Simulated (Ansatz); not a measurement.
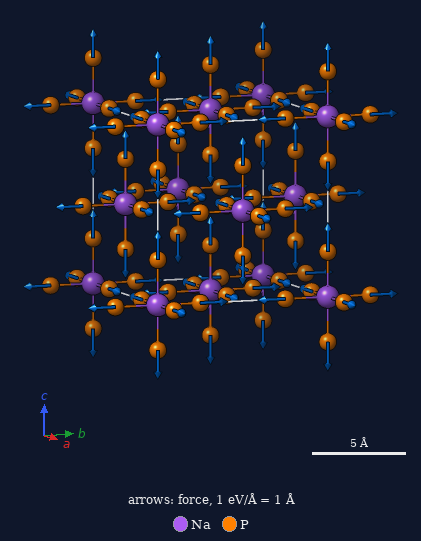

Starting geometry of crystalline NaP6 (a generated structure, set up in Fm-3m) (coarse preliminary run) with the computed forces as blue arrows. A ball-and-stick model of the conventional cell (4 times the calculation's cell), seen slightly off an axis. Lengths and directions refer to the drawn axes.

These are results of DFT PBE, scalar-relativistic, plane waves, PAW (Ansatz), not measurements. (plane-wave cutoff 420 eV; k-point mesh 4 × 4 × 4; occupations gaussian; smearing width 0.1 eV; no spin polarisation; cell and atoms relaxed; force threshold 0.04 eV/Å; at most 70 steps)

> Is this structure relaxed? If not, where do the atoms go?

It isn't relaxed: the largest force vector, on P atoms, is 1.64 eV/Å. The atoms end up moving mostly along the starting forces (cosine between the two patterns 1.00). The largest moves relative to the cell, 0.61 Å, are those of P atoms. Na stays in place. Cell: a = b = c 9.828 → 9.115 Å (−7.3 %). Volume −20.2 %. Some distances before and after: P–P 3.475 → 2.366 Å, Na–P 2.457 → 2.884 Å. New bonds form: P–P (3.47 → 2.37 Å). The space group stays Fm-3m (No. 225). Over 6 accepted moves (7 points after the start) the energy falls by 11.188 eV per cell of the calculation. Largest force component: 1.6 eV/Å at the start, 0.0037 eV/Å at the end. The pressure goes from −6.13 to −0.01 GPa. At 1 point the geometry stayed and the basis and grid were re-selected for the new cell (energy shift of 1.4 meV per cell of the calculation at most each time). Cost: 14 s on 1 thread of Intel(R) Xeon(R) 6975P-C (Granite Rapids), with other jobs on the host, peak memory 0.52 GiB.
